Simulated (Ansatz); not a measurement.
# Molecular dynamics of TiSi$_{16}$ (part 4 of 4)

Continued. System: TiSi$_{16}$ (defect cell, 17 atoms in the cell). Method: DFT PBE, scalar-relativistic, plane waves, PAW, PAW set soft_1, no spin polarisation (Ansatz 0.2.0); cutoff 420 eV, 2×2×2 k-mesh, Fermi–Dirac smearing of 0.02 eV. It belongs to a series of runs on one base structure; here: dynamics from the start.

Geometry of the input (Å; fractional positions):
```
0.0000  5.4300  5.4300
5.4300  0.0000  5.4300
5.4300  5.4300  0.0000
Si 0.0076  -0.0017  0.0063
Si 0.1276  0.1319  0.1262
Si 0.0088  0.0003  0.4994
Si 0.1425  0.1243  0.6233
Si 0.0029  0.5024  0.0015
Si 0.1264  0.6259  0.1249
Si 0.0077  0.5073  0.4974
Si 0.1276  0.6272  0.6309
Si 0.5008  0.0003  0.0073
Si 0.6246  0.1241  0.1412
Si 0.5056  0.0052  0.5042
Si 0.6263  0.1260  0.6249
Si 0.4989  0.5071  0.0062
Si 0.6324  0.6271  0.1262
Si 0.5008  0.5084  0.4993
Si 0.6247  0.6421  0.6232
Ti 0.7551  0.2546  0.7537
```

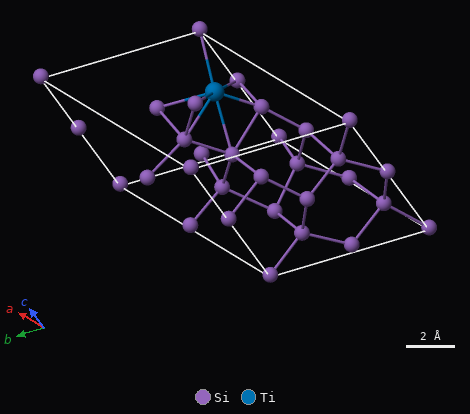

*The geometry at step 135 of the log (ball-and-stick view of the cell of the calculation, seen at an oblique angle).*

Trajectory as extended XYZ, continued
```
17
Lattice="0.0000 5.4300 5.4300 5.4300 0.0000 5.4300 5.4300 5.4300 0.0000" Properties=species:S:1:pos:R:3:forces:R:3 step=105 time_fs=210.0 energy=-12668.93353 temperature=697.5
Si   -0.1279    0.0997    0.1726    0.2829  -1.0899   0.2269
Si    1.3166    1.4850    1.2522    0.7930   1.0036   0.3800
Si    2.7623    2.9214   -0.0575   -1.2527   0.1514  -0.1922
Si    4.0607    3.9420    1.5861   -0.6192   1.2387   0.7892
Si    2.8707    0.1772    2.4372   -0.9093   0.2172   0.7916
Si    4.2312    1.2787    4.0256   -0.8346   0.6017  -0.6686
Si    5.7201    2.6109    2.7975   -0.8265  -0.9148  -0.7995
Si    6.8308    4.2293    3.7642    2.1808   0.5730   0.9326
Si   -0.0618    2.8900    2.6090    0.3227  -0.1115   0.1496
Si    1.3121    4.2374    4.0804    0.1544  -0.1211   0.0017
Si    2.7313    5.4900    2.8408    1.1498  -0.3687   0.2213
Si    4.0752    6.9645    4.0757    0.4842  -0.7857  -0.3237
Si    2.8882    2.7092    5.3420    0.6816   1.3292  -0.7538
Si    4.1956    4.3149    6.5572   -0.8549  -1.9369   0.7038
Si    5.6814    5.3892    5.3616    0.6576   2.2693  -0.6818
Si    7.2015    6.8292    6.7325   -0.8195  -1.0794   0.5475
Ti    5.5927    8.2552    5.6118   -0.5903  -0.9762  -1.3246
17
Lattice="0.0000 5.4300 5.4300 5.4300 0.0000 5.4300 5.4300 5.4300 0.0000" Properties=species:S:1:pos:R:3:forces:R:3 step=111 time_fs=222.0 energy=-12668.88962 temperature=680.4
Si   -0.1576    0.1240    0.1508   -0.0331  -1.6921  -0.1535
Si    1.2219    1.4752    1.2599    2.2570   0.8639  -0.0010
Si    2.7234    2.9920   -0.1242   -0.9380  -0.4436   0.7978
Si    3.9606    4.0595    1.5682    0.9638  -0.2731  -0.4903
Si    2.8208    0.2152    2.5599   -0.7339  -0.3122  -1.0436
Si    4.1981    1.3153    4.0045   -0.3338   0.9919   0.1655
Si    5.7327    2.6099    2.8073   -1.0165  -0.2240  -1.0791
Si    6.8459    4.2616    3.7967    1.4106   0.1381   0.5327
Si    0.0153    2.9035    2.5434   -0.4994  -0.1415   1.2792
Si    1.3473    4.2035    4.0412    0.1482   0.3476   0.1199
Si    2.7346    5.5149    2.8621    1.4050  -0.2943   1.1886
Si    4.0901    6.9749    4.1395    0.4425  -0.7849  -0.8919
Si    2.9162    2.7604    5.3974   -0.3452  -0.3444  -1.0950
Si    4.1263    4.2131    6.6021    0.2787   0.7729   0.8865
Si    5.7095    5.3949    5.3781   -0.5333   1.5127   0.4419
Si    7.1968    6.7907    6.8116   -0.9975   0.1826  -0.9381
Ti    5.6688    8.2276    5.5295   -1.4751  -0.2996   0.2804
17
Lattice="0.0000 5.4300 5.4300 5.4300 0.0000 5.4300 5.4300 5.4300 0.0000" Properties=species:S:1:pos:R:3:forces:R:3 step=117 time_fs=234.0 energy=-12668.71790 temperature=549.9
Si   -0.2149    0.0823    0.1322    0.7381  -0.5382  -0.2352
Si    1.2331    1.5212    1.2533    1.7090  -0.5011  -0.9465
Si    2.6764    3.0258   -0.1756    0.1138  -1.0090   1.5541
Si    3.9300    4.1326    1.5299    0.9631  -0.8819  -0.6538
Si    2.7411    0.2160    2.6043    0.3684   0.3742  -1.6884
Si    4.1483    1.3645    4.0012   -0.0733   0.4270   0.3125
Si    5.6796    2.5962    2.7604   -0.4213   1.0723  -0.4142
Si    6.9082    4.3141    3.8486   -1.0466  -0.7293   0.2743
Si    0.1148    2.9137    2.5533   -1.4117   0.1439   1.2577
Si    1.4075    4.1486    3.9997    0.3850   0.8897   0.4624
Si    2.7991    5.5327    2.8990    0.8441  -0.3108   1.1370
Si    4.1145    6.9418    4.1822    0.2835  -0.2213  -0.9602
Si    2.9491    2.7847    5.4569   -1.5690  -1.5892  -1.5850
Si    4.0671    4.1516    6.6699    1.6099   2.3200   1.4467
Si    5.6846    5.4847    5.4130   -0.7596   0.0120   0.5201
Si    7.1374    6.7433    6.8698   -0.6725   0.7023  -1.3913
Ti    5.6684    8.2319    5.4680   -1.0607  -0.1606   0.9098
17
Lattice="0.0000 5.4300 5.4300 5.4300 0.0000 5.4300 5.4300 5.4300 0.0000" Properties=species:S:1:pos:R:3:forces:R:3 step=123 time_fs=246.0 energy=-12669.17577 temperature=653.1
Si   -0.2786    0.0222    0.1241    1.9069   1.1793  -1.0123
Si    1.2964    1.5648    1.2137    0.0241  -0.7328  -0.7877
Si    2.6742    2.9943   -0.1430    0.6907  -1.0246   1.3106
Si    3.9885    4.1351    1.4575   -0.2270  -0.7764   0.8969
Si    2.6834    0.2412    2.5430    0.8597   0.1115  -0.5631
Si    4.1291    1.4017    3.9835   -0.0835  -0.4379  -0.0374
Si    5.6387    2.6404    2.7379   -0.0747   1.2124  -0.0896
Si    6.9617    4.2910    3.9073   -1.8537   0.0990  -0.0668
Si    0.1932    2.9484    2.6304   -1.3845  -0.3279   0.2772
Si    1.4789    4.1458    4.0454    0.3956   1.0772   0.7347
Si    2.9005    5.5497    2.9643   -0.4286  -0.6929  -0.6902
Si    4.1434    6.9265    4.1721    0.6032   0.4266  -0.4992
Si    2.9244    2.7209    5.4439   -0.6852  -0.1024  -0.2868
Si    4.0777    4.1608    6.7638    0.7538   0.9889   0.3579
Si    5.5950    5.5115    5.4636   -0.0224  -0.6873  -0.0292
Si    7.0624    6.7356    6.8584    0.1444  -0.1828  -0.2682
Ti    5.6121    8.2421    5.4634   -0.6188  -0.1298   0.7532
17
Lattice="0.0000 5.4300 5.4300 5.4300 0.0000 5.4300 5.4300 5.4300 0.0000" Properties=species:S:1:pos:R:3:forces:R:3 step=129 time_fs=258.0 energy=-12669.03872 temperature=635.4
Si   -0.2668    0.0311    0.0760    1.9130   0.6463  -0.2469
Si    1.3586    1.6182    1.1217   -1.6476  -1.3704   1.0528
Si    2.6891    2.9408   -0.0520    0.7750   0.2677  -0.5942
Si    4.0082    4.0422    1.4375   -0.5121   1.0180   1.7616
Si    2.7185    0.3034    2.4725    0.1922  -0.7530   0.6573
Si    4.1495    1.4105    3.9978   -0.1552  -0.6639  -1.0369
Si    5.5884    2.7136    2.7543    0.4763   0.5404  -0.1382
Si    6.9513    4.2516    3.9531   -0.9583   1.0474  -0.3704
Si    0.2463    3.0064    2.7053   -0.5351  -0.7437  -0.1664
Si    1.5849    4.2059    4.1456   -0.4878   0.3626   0.6784
Si    2.9615    5.5757    2.9807   -0.6080  -0.9509  -1.5749
Si    4.1400    6.9553    4.1856    0.7559   0.2316  -0.5513
Si    2.9099    2.6428    5.3871   -0.4137   1.1413   1.2909
Si    4.1295    4.1664    6.8624   -0.2647   0.0336  -0.6711
Si    5.5335    5.4982    5.5080    0.3913  -0.7245  -0.4416
Si    7.0262    6.7097    6.8463    0.1231   0.0187   0.1357
Ti    5.5319    8.2393    5.4913    0.9557  -0.1012   0.2150
17
Lattice="0.0000 5.4300 5.4300 5.4300 0.0000 5.4300 5.4300 5.4300 0.0000" Properties=species:S:1:pos:R:3:forces:R:3 step=135 time_fs=270.0 energy=-12668.92850 temperature=631.7
Si   -0.1518    0.0906    0.0195    0.9644  -0.2551   0.4590
Si    1.3644    1.6341    1.1080   -1.8028  -1.5990   2.0816
Si    2.6989    2.9289    0.0219    0.7838   1.2245  -1.4753
Si    4.0102    4.0337    1.5055    0.2105   1.1692   0.4785
Si    2.7881    0.3444    2.4778   -0.8940  -0.9702   0.5395
Si    4.1717    1.4195    3.9681    0.0422   0.0369  -0.5911
Si    5.6036    2.7832    2.7485    0.2833  -0.4391  -0.1234
Si    6.9044    4.2515    3.9750    0.2897   1.1501  -0.1489
Si    0.2260    3.0420    2.7515    0.2492  -0.5827   0.0101
Si    1.6743    4.2547    4.2738   -1.1124  -0.0167  -0.1548
Si    3.0065    5.5436    2.9430   -0.6001  -0.0396  -0.6672
Si    4.1403    7.0386    4.1681   -0.1037  -1.0103  -1.3761
Si    2.8691    2.5968    5.3967    0.3096   0.9990   1.4448
Si    4.1505    4.2016    6.8982   -0.6951  -0.6361  -0.8947
Si    5.5130    5.4502    5.5150    0.2635  -0.0679  -0.7133
Si    7.0147    6.6489    6.8328    0.0313   0.3324   0.4000
Ti    5.4918    8.2136    5.5031    1.7805   0.7047   0.7312
17
Lattice="0.0000 5.4300 5.4300 5.4300 0.0000 5.4300 5.4300 5.4300 0.0000" Properties=species:S:1:pos:R:3:forces:R:3 step=142 time_fs=284.0 energy=-12668.99322 temperature=664.9
Si   -0.0003    0.1740   -0.0541   -0.6356  -1.1298   0.6322
Si    1.2545    1.5707    1.2130    0.7648   0.5059   1.3919
Si    2.7305    2.9501    0.0453   -0.7082   0.0148  -0.4706
Si    3.9972    4.1095    1.5814    1.7626  -0.8229  -1.8571
Si    2.7918    0.2700    2.5161   -1.3787  -0.2189   0.5202
Si    4.1748    1.4161    3.9499   -0.2691   0.8912  -0.0284
Si    5.6489    2.7932    2.7185   -0.1849  -0.3037   0.4924
Si    6.8657    4.3022    4.0240    1.0908  -0.0642  -0.6966
Si    0.1867    3.0741    2.7874    0.3882  -0.3976   0.1521
Si    1.6810    4.3333    4.3755   -0.5740  -0.3192  -1.0038
Si    3.0572    5.5085    2.8910   -1.8339   1.1457   0.9462
Si    4.1233    7.0685    4.0854    0.1733  -0.7081  -0.4980
Si    2.8323    2.6346    5.5027    0.7960   0.2161   0.2463
Si    4.1278    4.2079    6.8698   -0.4469  -1.0168  -0.4607
Si    5.5652    5.3816    5.5394   -0.5084   1.0716  -0.5245
Si    6.9820    6.6311    6.8639    0.2622   0.0801   0.6429
Ti    5.4738    8.1903    5.5303    1.3019   1.0556   0.5157
17
Lattice="0.0000 5.4300 5.4300 5.4300 0.0000 5.4300 5.4300 5.4300 0.0000" Properties=species:S:1:pos:R:3:forces:R:3 step=148 time_fs=296.0 energy=-12668.98049 temperature=616.3
Si    0.0464    0.1893   -0.0804   -1.7709  -0.2113   1.0107
Si    1.1736    1.5562    1.3326    1.3002   0.8026   0.4332
Si    2.7106    2.9417    0.0238   -0.5630  -0.4548   0.2997
Si    4.0396    4.1417    1.5711    1.3261  -0.6591  -1.6286
Si    2.6911    0.1979    2.5567    0.0501   0.2536   0.1683
Si    4.1141    1.4437    3.9800   -0.1824   0.5387  -0.1458
Si    5.7000    2.7751    2.7451   -0.7947  -0.0594   0.7825
Si    6.8715    4.3441    4.0580    1.1209  -1.2120  -1.1236
Si    0.1510    3.1216    2.7861    0.4085  -0.5302   0.7025
Si    1.6364    4.4150    4.4234    0.2550  -1.6307  -1.0146
Si    2.9843    5.4967    2.9218   -1.1790   0.5127   0.1024
Si    4.1175    7.0219    4.0618    0.6096   0.0999   0.3054
Si    2.8245    2.6542    5.6117    0.1469  -0.1469  -0.8541
Si    4.1064    4.1524    6.8155   -0.4669   0.3999   0.2178
Si    5.6059    5.3585    5.5259   -1.5748   1.3761   0.1982
Si    6.9403    6.6093    6.8833    0.5612  -0.0413   0.7293
Ti    5.4911    8.1826    5.5669    0.7530   0.9623  -0.1831
17
Lattice="0.0000 5.4300 5.4300 5.4300 0.0000 5.4300 5.4300 5.4300 0.0000" Properties=species:S:1:pos:R:3:forces:R:3 step=154 time_fs=308.0 energy=-12668.92222 temperature=574.3
Si    0.0020    0.1613   -0.0450   -1.5993   0.7936   1.1499
Si    1.1850    1.5362    1.4350    0.6814   0.6348  -0.7742
Si    2.6716    2.9268    0.0065    0.2362  -0.7297   0.9085
Si    4.1157    4.1903    1.5071    0.0686  -0.0919  -0.3742
Si    2.6179    0.1328    2.5877    1.5693   0.9165  -0.4129
Si    4.0341    1.4821    4.0250    0.3264   0.0113  -0.3724
Si    5.7407    2.7407    2.7675   -1.3159   0.1986   0.8709
Si    6.9388    4.3331    4.0467   -0.7594  -1.2705   0.3203
Si    0.1291    3.1214    2.7853   -0.0584  -0.3582   0.5479
Si    1.5803    4.4014    4.4261    0.2811  -1.7729  -0.7289
Si    2.8794    5.5046    2.9656    0.2569  -0.6468  -0.7512
Si    4.0978    6.9871    4.0491    0.8857   0.7232   0.7927
Si    2.8268    2.7017    5.6829   -1.1286  -1.6432  -1.7419
Si    4.0503    4.1200    6.7418    0.9904   1.9273   1.6395
Si    5.5865    5.4225    5.5339   -1.1296   0.3156  -0.6509
Si    6.9374    6.5722    6.9286    0.4531   0.4327   0.1498
Ti    5.5294    8.1736    5.5914    0.2421   0.5596  -0.5729
17
Lattice="0.0000 5.4300 5.4300 5.4300 0.0000 5.4300 5.4300 5.4300 0.0000" Properties=species:S:1:pos:R:3:forces:R:3 step=160 time_fs=320.0 energy=-12669.07920 temperature=661.9
Si   -0.0911    0.1506    0.0332   -0.1742   1.0590   0.1395
Si    1.2244    1.5183    1.5026    0.2929   0.3904  -1.1560
Si    2.6176    2.9079   -0.0112    1.1581  -1.2072   1.5860
Si    4.1528    4.2020    1.4777   -0.9023  -0.2827   0.5691
Si    2.6989    0.0738    2.5660    0.1126   1.7095   0.8318
Si    3.9403    1.5259    4.0681    1.4296  -0.7957  -1.0132
Si    5.7430    2.7242    2.8059   -1.3875   0.0007   0.4999
Si    6.9748    4.2763    4.0496   -1.4957   0.1757   0.0481
Si    0.1390    3.1276    2.8231   -0.2870  -0.4077  -0.1715
Si    1.5303    4.3282    4.3744   -0.0957  -0.5542  -0.0767
Si    2.8580    5.4947    2.9696    1.3677  -1.0077   0.0910
Si    4.1359    7.0119    4.0421   -0.1253   0.3403   0.2840
Si    2.7823    2.6255    5.6837   -0.7073  -0.1113  -0.2985
Si    4.0095    4.1641    6.7854    1.6148   0.0432   0.0181
Si    5.4971    5.5194    5.4813   -0.1097  -0.5310  -0.4218
Si    6.9508    6.5167    6.9969   -0.8477   1.0453  -0.8686
Ti    5.5395    8.1920    5.5898    0.1567   0.1334  -0.0615
```

Results in brief

```tsv
quantity	value
outcome	finished
mean temperature over the second half	638 K
trajectory	160 steps, 320 fs
ensemble	nvt_langevin
temperature in the input	600.0 K
time step	2 fs
electrons treated	76
potential energy (free energy of the electrons) (last step)	−12669.0792 eV
Fermi energy (last step)	7.506 eV
largest force (length of the vector) (last step)	2.305 eV/Å
hardware	1 thread of Arm Neoverse V2, 24 GiB of memory available, shared host
wall time	13 min
peak memory	0.6 GiB
```

Notes

The input asks for low accuracy. The k-point mesh is coarse for a cell of this size, so the results may not be converged. So short a trajectory is not equilibrated. The logged temperature at the start can lie below the typed one, since it is counted over all degrees of freedom.
